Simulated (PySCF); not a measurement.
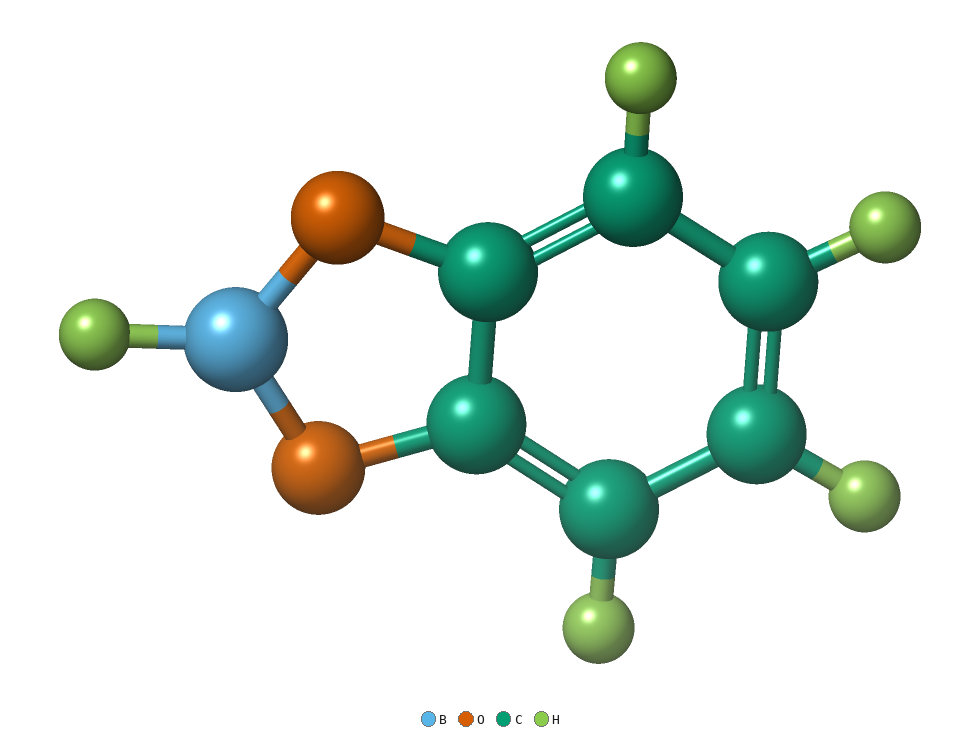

Rendered structure (ball-and-stick style). Multiple sticks mark multiple bonds (one Kekulé form).

The geometry was computed by an optimisation with PBE0-D3(BJ)/def2-TZVP. No frequency run is at hand to confirm it as a minimum.

Describe the molecule.

Formula C6H5BO2. Its SMILES string is `B1Oc2ccccc2O1`. Independent rings (smallest set): 1 of 5 members, 1 of 6 members, 1 of them aromatic. Among its groups: B–H bond. This geometry has C2v symmetry. All atoms lie on one plane. Coordination: 1 B trigonal planar; 2 O bent; 6 C trigonal planar.

The parts below concern this one geometry. Atoms keep their numbers from picture to picture.

## Geometry

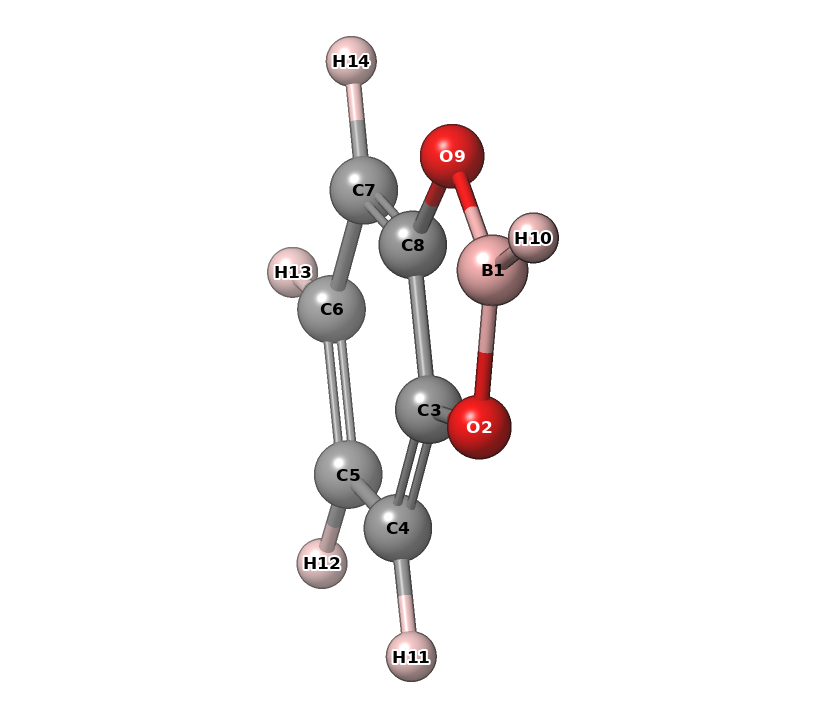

C3 lies behind O2. The molecule seen a little off the O2–C3 bond, O2 in front. Atoms fade into the background with distance from the viewer. No frequency run is at hand to confirm it as a minimum.

What is the torsion angle B1–O2–C3–C4? The sign is positive where the front bond must turn clockwise to cover the back bond.

180°, antiperiplanar (anti).

## Quadrupole coupling

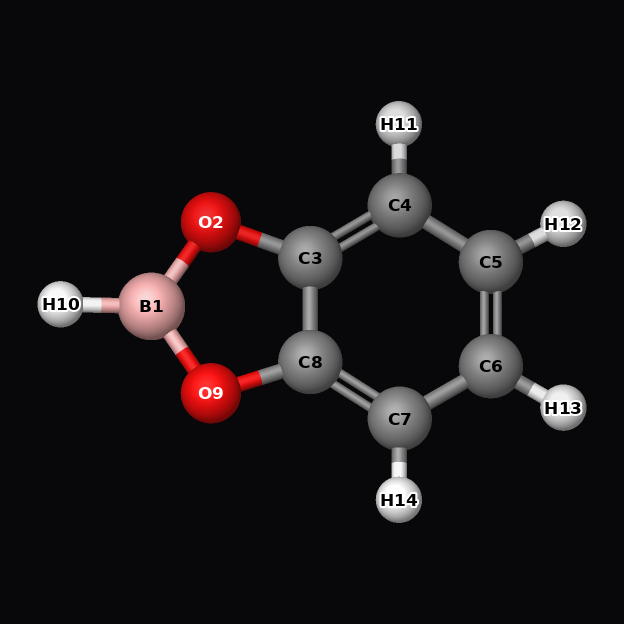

No frequency run is at hand to confirm it as a minimum. Electric field gradients from the ground-state density, PBE0/pcSseg-2 (PySCF 2.14.0), non-relativistic apart from any core potentials.

Give the largest field-gradient component, the quadrupole coupling constant and the asymmetry for 11B at B1 (Q = 40.59 mb), 17O at O2 (Q = −25.6 mb), 2H at H10 (Q = 2.86 mb), 2H at H11 (Q = 2.86 mb).

```tsv
atom	V_zz (a.u.)	e²qQ/h (MHz)	η
B1	0.331	3.16	0.67
O2	1.316	−7.92	0.18
H10	0.205	0.137	0.01
H11	0.297	0.200	0.06
```

## Bond orders

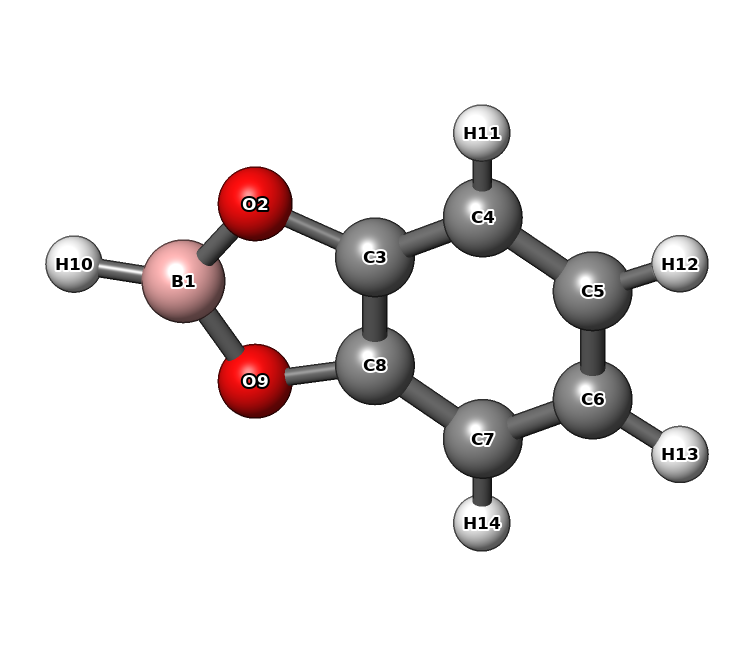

The thickness of each stick grows with its Mayer bond order. No frequency run is at hand to confirm it as a minimum. Level of theory: PBE0/pcSseg-2 (PySCF 2.14.0).

List the Mayer bond orders of B1–O2, B1–H10, C3–C8, C5–C6, C4–C5, C5–H12, C3–C4, C4–H11, O2–C3 (one bond of each equivalent set).

| bond | Mayer order | length (Å) |
| --- | --- | --- |
| B1–O2 | 1.14 | 1.379 |
| B1–H10 | 0.98 | 1.183 |
| C3–C8 | 1.45 | 1.387 |
| C5–C6 | 1.43 | 1.391 |
| C4–C5 | 1.38 | 1.393 |
| C5–H12 | 1.02 | 1.083 |
| C3–C4 | 1.39 | 1.376 |
| C4–H11 | 1.02 | 1.082 |
| O2–C3 | 0.93 | 1.370 |

## Levels of theory compared

No frequency run is at hand to confirm it as a minimum. Program: PySCF 2.14.0.

At this fixed geometry, give dipole (D) at these levels: B97-2/pcSseg-2; KT3/pcSseg-2; PBE0/pcSseg-2; WP04/pcSseg-2 in chloroform (IEF-PCM); ωB97X-D/pcSseg-2; ωB97X-D/pcSseg-2 in chloroform (IEF-PCM).

```
                                   level  dipole (D)
                          B97-2/pcSseg-2        1.16
                            KT3/pcSseg-2        1.10
                           PBE0/pcSseg-2        1.19
   WP04/pcSseg-2 in chloroform (IEF-PCM)        1.58
                        ωB97X-D/pcSseg-2        1.20
ωB97X-D/pcSseg-2 in chloroform (IEF-PCM)        1.48
```
